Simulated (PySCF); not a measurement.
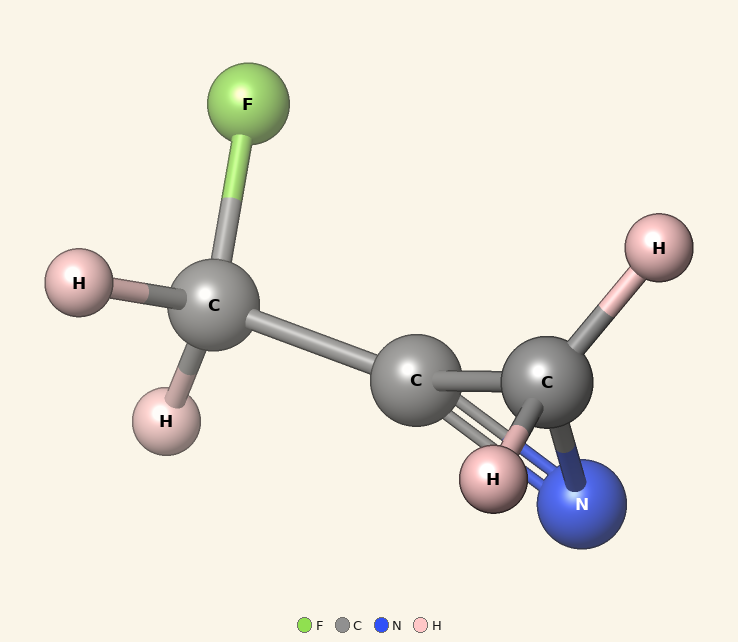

Orthographic view. Depth is shown by fading: the farther an atom, the more it takes the colour of the background. Geometry: a distorted geometry made from a computed GFN2-xTB structure, not a minimum.

Give the standard InChI.

Answer. InChI=1S/C3H4FN/c4-1-3-2-5-3/h1-2H2
